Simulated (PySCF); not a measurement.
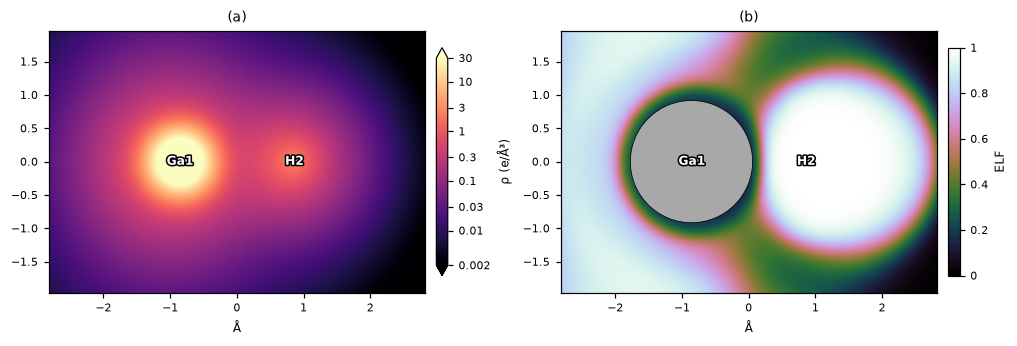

The picture shows: GaH (charge −1, doublet). (a) total electron density; (b) ELF on a plane that holds the molecular axis. Grey discs cover the atomic cores in the ELF map.

Theory: PBE0/aug-pcseg-1, non-relativistic, at a bond length of 1.716 Å in PySCF 2.14.0.

### Read the bonding off the picture.

- The section cuts through Ga and H sites.
- Ga–H (1.72 Å): ρ at the midpoint is about 0.68 e/Å³; the ELF climbs to about 1 towards the hydrogen.
